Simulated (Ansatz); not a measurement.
# Run report: C₅H₃, nudged elastic band (part 1 of 2)

The run: nudged elastic band of C₅H₃ (slab, 32 atoms in the cell). Method and program: DFT PBE, scalar-relativistic, plane waves, PAW, PAW set soft_1, no spin polarisation (Ansatz 0.2.0).

The run did not end well. One setting was made poor on purpose. The input holds or restrains some coordinates. It belongs to a series of runs on one base structure; here: band between the two ends.

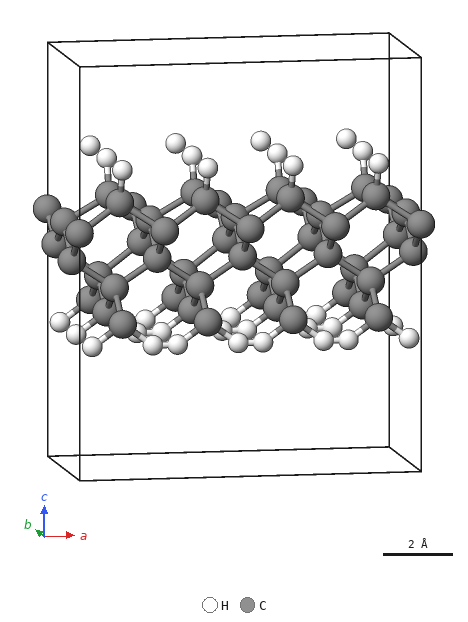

Fig. 1: The structure as given in the input (ball-and-stick view of the 2 × 1 repeat of the cell, with the vacuum cut short, seen slightly off an axis). An atom can appear more than once, as a periodic image.

Input file:
```yaml
crystal:
  lattice:
    - [5.048742, 0.0, 0.0]
    - [0.0, 5.048742, 0.0]
    - [0.0, 0.0, 17.135561]
  atoms:
    - { symbol: H, position: [0.4277868, 0.0, 0.0583582] }
    - { symbol: H, position: [0.0722132, 0.0, 0.0583582] }
    - { symbol: H, position: [0.9277868, 0.0, 0.0583582] }
    - { symbol: H, position: [0.5722132, 0.0, 0.0583582] }
    - { symbol: H, position: [0.4277868, 0.5, 0.0583582] }
    - { symbol: H, position: [0.0722132, 0.5, 0.0583582] }
    - { symbol: H, position: [0.9277868, 0.5, 0.0583582] }
    - { symbol: H, position: [0.5722132, 0.5, 0.0583582] }
    - { symbol: C, position: [0.25, 0.0, 0.0953981] }
    - { symbol: C, position: [0.75, 0.0, 0.0953981] }
    - { symbol: C, position: [0.25, 0.5, 0.0953981] }
    - { symbol: C, position: [0.75, 0.5, 0.0953981] }
    - { symbol: C, position: [0.25, 0.25, 0.1474828] }
    - { symbol: C, position: [0.75, 0.25, 0.1474828] }
    - { symbol: C, position: [0.25, 0.75, 0.1474828] }
    - { symbol: C, position: [0.75, 0.75, 0.1474828] }
    - { symbol: C, position: [-2.09e-06, 0.2500486, 0.19576514] }
    - { symbol: C, position: [0.50001045, 0.25002909, 0.1957839] }
    - { symbol: C, position: [-1.3e-06, 0.75007308, 0.20359833] }
    - { symbol: C, position: [0.50001481, 0.75002997, 0.20360478] }
    - { symbol: C, position: [2.366e-05, 0.0167074, 0.25252715] }
    - { symbol: C, position: [0.50001819, 0.01664994, 0.25256024] }
    - { symbol: C, position: [5.291e-05, 0.48350814, 0.25251059] }
    - { symbol: C, position: [0.50005581, 0.48347014, 0.25251895] }
    - { symbol: C, position: [0.24998777, 0.08843806, 0.29987758] }
    - { symbol: C, position: [0.75007663, 0.08832315, 0.29987174] }
    - { symbol: C, position: [0.25005146, 0.41190387, 0.29983438] }
    - { symbol: C, position: [0.75007269, 0.4118626, 0.29986883] }
    - { symbol: H, position: [0.75023347, 0.00423235, 0.35910494] }
    - { symbol: H, position: [0.25008079, 0.49610134, 0.35905456] }
    - { symbol: H, position: [0.75011822, 0.496028, 0.35909867] }
    - { symbol: H, position: [1.24951377, 0.00478686, 0.3591637] }
basis:
  ecutwfc: 420.0
kpoints:
  mp_grid: { grid: [1, 1, 1] }
hamiltonian:
  xc: pbe
  pseudopotentials: { kind: paw, azcp: { folder: soft_1 } }
scf:
  occupations: { method: gaussian, width: 0.05 }
  lower_state_search: "off"
  max_iter: 73
neb:
  images: 3
  f_tol: 0.05
  max_iterations: 20
  order_check: false
  constraints: [{ sites: [0, 1, 2, 3, 4, 5, 6, 7, 8, 9, 10, 11, 12, 13, 14, 15] }]
  final_atoms:
    - { symbol: H, position: [0.42778688, 0.0, 0.05835817] }
    - { symbol: H, position: [0.07221316, 0.0, 0.05835817] }
    - { symbol: H, position: [0.92778692, 0.0, 0.05835817] }
    - { symbol: H, position: [0.5722132, 0.0, 0.05835817] }
    - { symbol: H, position: [0.42778688, 0.50000004, 0.05835817] }
    - { symbol: H, position: [0.07221316, 0.50000004, 0.05835817] }
    - { symbol: H, position: [0.92778692, 0.50000004, 0.05835817] }
    - { symbol: H, position: [0.5722132, 0.50000004, 0.05835817] }
    - { symbol: C, position: [0.25000002, 0.0, 0.0953981] }
    - { symbol: C, position: [0.75000006, 0.0, 0.0953981] }
    - { symbol: C, position: [0.25000002, 0.50000004, 0.0953981] }
    - { symbol: C, position: [0.75000006, 0.50000004, 0.0953981] }
    - { symbol: C, position: [0.25000002, 0.25000002, 0.14748277] }
    - { symbol: C, position: [0.75000006, 0.25000002, 0.14748277] }
    - { symbol: C, position: [0.25000002, 0.75000006, 0.14748277] }
    - { symbol: C, position: [0.75000006, 0.75000006, 0.14748277] }
    - { symbol: C, position: [7.21e-06, 0.24998103, 0.19577563] }
    - { symbol: C, position: [0.49999824, 0.24994047, 0.19577503] }
    - { symbol: C, position: [1.989e-05, 0.7499611, 0.20360618] }
    - { symbol: C, position: [0.4999803, 0.7499398, 0.20360247] }
    - { symbol: C, position: [1.405e-05, 0.01655239, 0.25250428] }
    - { symbol: C, position: [0.50000055, 0.01651166, 0.25250347] }
    - { symbol: C, position: [2.6e-06, 0.48334305, 0.25253095] }
    - { symbol: C, position: [0.49996517, 0.48330764, 0.25252253] }
    - { symbol: C, position: [0.24999981, 0.08810245, 0.2998624] }
    - { symbol: C, position: [0.75000846, 0.08822941, 0.29984814] }
    - { symbol: C, position: [0.24998388, 0.41161838, 0.29987551] }
    - { symbol: C, position: [0.74997677, 0.41174522, 0.29985841] }
    - { symbol: H, position: [0.7499391, 0.00391199, 0.3590585] }
    - { symbol: H, position: [0.25001749, 0.4957237, 0.35910173] }
    - { symbol: H, position: [0.75002475, 0.4959204, 0.35907845] }
    - { symbol: H, position: [1.24998963, 1.00375912, 0.35907055] }
```

Run on 1 thread of Arm Neoverse V2, 24 GiB of memory available, shared host.

Launched with:
```bash
ansatz run input.yaml --threads 1 --pin off --max-ram 3072MiB --backend cpu --events-out ev --progress --plain --runs-dir out
```

Output:
```
Warning: neb: disabling space-group detection — the band's intermediate images generally break the endpoint symmetry, so no spatial operation reduces the k-mesh or symmetrises the density, except that a semilocal band can use its path's symmetry ahead of convergence; time reversal is kept, so that k and −k are solved as one point where they differ and the mesh holds both, and exact exchange and, on two spinor components, a DFT+U term hold to it where the run has them: on two components no moment then forms, and a state that bears one, which a typed moment (crystal.atoms[].spin; refused beside efield: under a hybrid functional) reaches, can lie lower, under hf by electronvolts; crystal.symmetry.detect: false (a key that needs symmetry detection or time reversal refuses this as the deck is read) with time_reversal: false beside it drops time reversal too
Warning: between the path's two end points as given, atom 31 moves 5.044 Å, but a periodic copy of its final position lies 0.006 Å from its initial position (atoms with a nearer copy: 1). The path is placed between the positions as given. If the final geometry was wrapped back into the cell, it goes the long way round and its barrier is wrong: give each position of final_atoms that was wrapped, be it another atom's, in the copy that is meant, in a crystal or on a slab the one nearest to the atom's initial position, of atoms alone in their cell the one beside the others as in crystal.atoms, all in one place with crystal.atoms. If the atom really moves that far, or all atoms stand shifted by as much, ignore this warning
Engine: ansatz 0.2.0, aarch64-unknown-linux-gnu
Pseudopotentials: kind: paw
Pseudopotential: H, paw, valence charge 1, recommended cutoff 420 eV (normal), [file]
Pseudopotential: C, paw, valence charge 4, recommended cutoff 420 eV (normal), [file]
Functional definition: PBE
  parameter kappa = 0.804
  parameter beta = 0.06672455060314922
  exchange = pbe_x(kappa = kappa, mu = beta*pi^2/3)
  correlation = pbe_c(beta = beta)
NEB image 0
Crystal: 32 atoms, lattice volume = 436.782 Å³
Basis set: ecut = 420 eV, 8525 PW (Γ), exchange–correlation on 72×72×240 points (8 copies of the dense FFT grid, shifted against one another)
Bands: 78, of which v1, the nominal top of the filled ones, is band 46 counted from 1 (45 counted from 0)
Symmetry: 1 space group operations
k-points: 1
Non-local potential: H, projectors of the file, l = 0: 2, l = 1: 1
Non-local potential: C, projectors of the file, l = 0: 2, l = 1: 2, l = 2: 1
PAW form: soft (Blöchl's): semilocal exchange-correlation on the pseudo side does not see the compensation charge
PAW one-centre angular grid: H, 110 points (default); XC on 64 Gauss nodes
PAW one-centre angular grid: C, 110 points (default); XC on 64 Gauss nodes
Initial density: superposition of atomic densities (neutral atoms: chi_scale 0, normalization atom)
Initial wavefunctions: pseudopotential atomic-orbital guess
Functional: x = pbe(κ = 0.804, μ = 0.2195149727645171), c = pbe(β = 0.06672455060314922)
SCF iter   1: F=—  HF=-5199.198767 eV  |F-HF|=—  |Δ(HF+E_count)|=         —  Δρ=9.66e-2  dr2=3.84e1  ethr=3.10e-3  ⟨swp⟩=8.0  Hψ=502  notcnv=0  defer=3
preconditioner: auto → Resta (q_TF=auto, 2.104 Å⁻¹)  ε∞=2.0  [insulator: Δε(μ)=4.983 eV  Ē_g=16.684 eV  σ=0.050 eV  W_gap=1.00  n_scr=74 (ndim 8)  ℏωp=17.0 eV  f_vac=0.537  D(μ)=0.00/eV (n_scr^D=0)  ε∞_Penn≈2.0  vacuum switching on, ρ_ref=2.0e-2 e/Å³]
SCF iter   2: F=—  HF=-5187.210112 eV  |F-HF|=—  |Δ(HF+E_count)|=    1.20e1  Δρ=4.51e-2  dr2=6.73e0  ethr=3.10e-3  ⟨swp⟩=3.0  Hψ=161  notcnv=0  defer=26
SCF iter   3: F=—  HF=-5185.071426 eV  |F-HF|=—  |Δ(HF+E_count)|=    2.14e0  Δρ=8.55e-3  dr2=3.33e-1  ethr=3.10e-3  ⟨swp⟩=4.0  Hψ=146  notcnv=0  defer=25
SCF iter   4: F=—  HF=-5185.038501 eV  |F-HF|=—  |Δ(HF+E_count)|=   3.29e-2  Δρ=2.55e-3  dr2=2.91e-2  ethr=3.62e-4  ⟨swp⟩=5.0  Hψ=112  notcnv=0  defer=25
SCF iter   5: F=—  HF=-5185.042038 eV  |F-HF|=—  |Δ(HF+E_count)|=   3.54e-3  Δρ=9.94e-4  dr2=3.21e-3  ethr=3.16e-5  ⟨swp⟩=3.0  Hψ=142  notcnv=0  defer=25
SCF iter   6: F=—  HF=-5185.044050 eV  |F-HF|=—  |Δ(HF+E_count)|=   2.01e-3  Δρ=3.02e-4  dr2=5.76e-4  ethr=3.49e-6  ⟨swp⟩=2.0  Hψ=93  notcnv=0  defer=25
SCF iter   7: F=—  HF=-5185.044161 eV  |F-HF|=—  |Δ(HF+E_count)|=   1.11e-4  Δρ=7.63e-5  dr2=2.24e-5  ethr=6.26e-7  ⟨swp⟩=2.0  Hψ=90  notcnv=0  defer=25
SCF iter   8: F=—  HF=-5185.044196 eV  |F-HF|=—  |Δ(HF+E_count)|=   3.55e-5  Δρ=2.63e-5  dr2=2.49e-6  ethr=2.43e-8  ⟨swp⟩=2.0  Hψ=124  notcnv=0  defer=25
SCF iter   9: F=—  HF=-5185.044197 eV  |F-HF|=—  |Δ(HF+E_count)|=   1.27e-6  Δρ=7.41e-6  dr2=1.30e-7  ethr=2.70e-9  ⟨swp⟩=2.0  Hψ=93  notcnv=0  defer=25
SCF iter  10: F=-5185.044198 eV  HF=-5185.044198 eV  |F-HF|=4.21e-9  |Δ(HF+E_count)|=   2.01e-7  Δρ=1.64e-6  dr2=1.12e-8  ethr=1.09e-10  ⟨swp⟩=4.0  Hψ=220  notcnv=0
SCF 1 converged in 10 iterations: F = -5185.044198 eV  dr2 = 1.12e-8
  greatest PAW one-centre occupation: 0.649 electrons in one spin orbital (limit 2), on the C atom at site 9 (counted from 0), in its partial waves of l = 0
NSCF: frozen V_eff on 1 k-points
NEB image 4
SCF iter   1: F=—  HF=-5199.194517 eV  |F-HF|=—  |Δ(HF+E_count)|=         —  Δρ=9.65e-2  dr2=3.84e1  ethr=3.10e-3  ⟨swp⟩=8.0  Hψ=467  notcnv=0  defer=3
preconditioner: auto → Resta (q_TF=auto, 2.104 Å⁻¹)  ε∞=2.0  [insulator: Δε(μ)=4.983 eV  Ē_g=16.685 eV  σ=0.050 eV  W_gap=1.00  n_scr=74 (ndim 8)  ℏωp=17.0 eV  f_vac=0.537  D(μ)=0.00/eV (n_scr^D=0)  ε∞_Penn≈2.0  vacuum switching on, ρ_ref=2.0e-2 e/Å³]
SCF iter   2: F=—  HF=-5187.212637 eV  |F-HF|=—  |Δ(HF+E_count)|=    1.20e1  Δρ=4.52e-2  dr2=6.74e0  ethr=3.10e-3  ⟨swp⟩=3.0  Hψ=161  notcnv=0  defer=26
SCF iter   3: F=—  HF=-5185.071111 eV  |F-HF|=—  |Δ(HF+E_count)|=    2.14e0  Δρ=8.56e-3  dr2=3.34e-1  ethr=3.10e-3  ⟨swp⟩=4.0  Hψ=146  notcnv=0  defer=25
SCF iter   4: F=—  HF=-5185.037757 eV  |F-HF|=—  |Δ(HF+E_count)|=   3.34e-2  Δρ=2.55e-3  dr2=2.92e-2  ethr=3.63e-4  ⟨swp⟩=5.0  Hψ=112  notcnv=0  defer=25
SCF iter   5: F=—  HF=-5185.041265 eV  |F-HF|=—  |Δ(HF+E_count)|=   3.51e-3  Δρ=9.96e-4  dr2=3.21e-3  ethr=3.18e-5  ⟨swp⟩=3.0  Hψ=142  notcnv=0  defer=25
SCF iter   6: F=—  HF=-5185.043290 eV  |F-HF|=—  |Δ(HF+E_count)|=   2.02e-3  Δρ=3.04e-4  dr2=5.94e-4  ethr=3.49e-6  ⟨swp⟩=2.0  Hψ=93  notcnv=0  defer=25
SCF iter   7: F=—  HF=-5185.043394 eV  |F-HF|=—  |Δ(HF+E_count)|=   1.05e-4  Δρ=7.78e-5  dr2=2.29e-5  ethr=6.46e-7  ⟨swp⟩=3.0  Hψ=127  notcnv=0  defer=25
SCF iter   8: F=—  HF=-5185.043451 eV  |F-HF|=—  |Δ(HF+E_count)|=   5.65e-5  Δρ=2.53e-5  dr2=2.45e-6  ethr=2.49e-8  ⟨swp⟩=2.0  Hψ=114  notcnv=0  defer=25
SCF iter   9: F=—  HF=-5185.043452 eV  |F-HF|=—  |Δ(HF+E_count)|=   1.30e-6  Δρ=7.38e-6  dr2=1.36e-7  ethr=2.66e-9  ⟨swp⟩=2.0  Hψ=99  notcnv=0  defer=25
SCF iter  10: F=-5185.043452 eV  HF=-5185.043452 eV  |F-HF|=4.60e-9  |Δ(HF+E_count)|=   1.97e-7  Δρ=1.77e-6  dr2=1.24e-8  ethr=1.09e-10  ⟨swp⟩=4.0  Hψ=220  notcnv=0
SCF 2 converged in 10 iterations: F = -5185.043452 eV  dr2 = 1.24e-8
  greatest PAW one-centre occupation: 0.649 electrons in one spin orbital (limit 2), on the C atom at site 10 (counted from 0), in its partial waves of l = 0
NSCF: frozen V_eff on 1 k-points
WARN: NEB end point (image 0): max|allowed force component| = 8.556e-1 eV/Å (the criterion of neb.relax_end_points is 1.000e-2). That is over neb.f_tol: it is no minimum, so the barrier can be far off. Relax it first
WARN: NEB end point (image 4): max|allowed force component| = 8.637e-1 eV/Å (the criterion of neb.relax_end_points is 1.000e-2). That is over neb.f_tol: it is no minimum, so the barrier can be far off. Relax it first
NEB image 1
SCF iter   1: F=—  HF=-5195.474479 eV  |F-HF|=—  |Δ(HF+E_count)|=         —  Δρ=9.57e-2  dr2=3.83e1  ethr=3.10e-3  ⟨swp⟩=8.0  Hψ=469  notcnv=0  defer=4
preconditioner: auto → Resta (q_TF=auto, 2.104 Å⁻¹)  ε∞=2.1  [insulator: Δε(μ)=5.012 eV  Ē_g=16.601 eV  σ=0.050 eV  W_gap=1.00  n_scr=74 (ndim 8)  ℏωp=17.0 eV  f_vac=0.539  D(μ)=0.00/eV (n_scr^D=0)  ε∞_Penn≈2.1  vacuum switching on, ρ_ref=2.0e-2 e/Å³]
[...]
  greatest PAW one-centre occupation: 0.658 electrons in one spin orbital (limit 2), on the C atom at site 26 (counted from 0), in its partial waves of l = 0
NEB image 2
preconditioner: auto → Resta (q_TF=auto, 2.104 Å⁻¹)  ε∞=2.0  [insulator: Δε(μ)=3.086 eV  Ē_g=16.738 eV  σ=0.050 eV  W_gap=1.00  n_scr=74 (ndim 8)  ℏωp=17.0 eV  f_vac=0.540  D(μ)=0.00/eV (n_scr^D=0)  ε∞_Penn≈2.0  vacuum switching on, ρ_ref=2.0e-2 e/Å³]
  greatest PAW one-centre occupation: 0.655 electrons in one spin orbital (limit 2), on the H atom at site 29 (counted from 0), in its partial waves of l = 0
NEB image 3
preconditioner: auto → Resta (q_TF=auto, 2.104 Å⁻¹)  ε∞=2.1  [insulator: Δε(μ)=3.070 eV  Ē_g=16.426 eV  σ=0.050 eV  W_gap=1.00  n_scr=74 (ndim 8)  ℏωp=17.0 eV  f_vac=0.537  D(μ)=0.00/eV (n_scr^D=0)  ε∞_Penn≈2.1  vacuum switching on, ρ_ref=2.0e-2 e/Å³]
  greatest PAW one-centre occupation: 0.657 electrons in one spin orbital (limit 2), on the C atom at site 26 (counted from 0), in its partial waves of l = 0
NEB iter   1: max|band force component| = 8.052e3 eV/Å  barrier→ = 307.2067 eV  barrier← = 307.2060 eV  Δτ_max = 0.2000 Å  (50 SCF iters)
NEB image 1
Initial density: handed on by an earlier stage of this run
Initial wavefunctions: those handed on with the density
preconditioner: auto → Resta (q_TF=auto, 2.104 Å⁻¹)  ε∞=2.3  [insulator: Δε(μ)=1.774 eV  Ē_g=15.123 eV  σ=0.050 eV  W_gap=1.00  n_scr=74 (ndim 8)  ℏωp=17.0 eV  f_vac=0.577  D(μ)=0.00/eV (n_scr^D=0)  ε∞_Penn≈2.3  vacuum switching on, ρ_ref=1.7e-2 e/Å³]
  greatest PAW one-centre occupation: 0.656 electrons in one spin orbital (limit 2), on the C atom at site 26 (counted from 0), in its partial waves of l = 0
NEB image 2
preconditioner: auto → Resta (q_TF=auto, 2.104 Å⁻¹)  ε∞=2.3  [insulator: Δε(μ)=1.666 eV  Ē_g=15.178 eV  σ=0.050 eV  W_gap=1.00  n_scr=74 (ndim 8)  ℏωp=17.0 eV  f_vac=0.578  D(μ)=0.00/eV (n_scr^D=0)  ε∞_Penn≈2.3  vacuum switching on, ρ_ref=1.7e-2 e/Å³]
  greatest PAW one-centre occupation: 0.664 electrons in one spin orbital (limit 2), on the C atom at site 13 (counted from 0), in its partial waves of l = 0
NEB image 3
preconditioner: auto → Resta (q_TF=auto, 2.104 Å⁻¹)  ε∞=2.3  [insulator: Δε(μ)=1.418 eV  Ē_g=15.056 eV  σ=0.050 eV  W_gap=1.00  n_scr=74 (ndim 8)  ℏωp=17.0 eV  f_vac=0.573  D(μ)=0.00/eV (n_scr^D=0)  ε∞_Penn≈2.3  vacuum switching on, ρ_ref=1.6e-2 e/Å³]
  greatest PAW one-centre occupation: 0.655 electrons in one spin orbital (limit 2), on the C atom at site 26 (counted from 0), in its partial waves of l = 0
NEB iter   2: max|band force component| = 1.218e3 eV/Å  barrier→ = 105.7232 eV  barrier← = 105.7224 eV  Δτ_max = 0.2000 Å  (24 SCF iters)
[... from here on the SCF iterations and repeated set-up lines of each step are left out, up to the last step ...]
NEB image 1
NEB image 2
NEB image 3
NEB iter   3: max|band force component| = 2.588e2 eV/Å  barrier→ = 44.2270 eV  barrier← = 44.2263 eV  Δτ_max = 0.1099 Å  (25 SCF iters)
NEB image 1
NEB image 2
NEB image 3
NEB iter   4: max|band force component| = 1.882e2 eV/Å  barrier→ = 31.5159 eV  barrier← = 31.5151 eV  Δτ_max = 0.1136 Å  (24 SCF iters)
NEB image 1
NEB image 2
NEB image 3
NEB iter   5: max|band force component| = 1.298e2 eV/Å  barrier→ = 24.0648 eV  barrier← = 24.0640 eV  Δτ_max = 0.0507 Å  (24 SCF iters)
NEB image 1
NEB image 2
NEB image 3
NEB iter   6: max|band force component| = 6.555e1 eV/Å  barrier→ = 16.4656 eV  barrier← = 16.4649 eV  Δτ_max = 0.0259 Å  (22 SCF iters)
NEB image 1
NEB image 2
NEB image 3
NEB iter   7: max|band force component| = 8.009e1 eV/Å  barrier→ = 18.0518 eV  barrier← = 18.0511 eV  Δτ_max = 0.0128 Å  (22 SCF iters)
NEB image 1
NEB image 2
NEB image 3
NEB iter   8: max|band force component| = 6.484e1 eV/Å  barrier→ = 15.6110 eV  barrier← = 15.6103 eV  Δτ_max = 0.0263 Å  (20 SCF iters)
NEB image 1
NEB image 2
NEB image 3
```
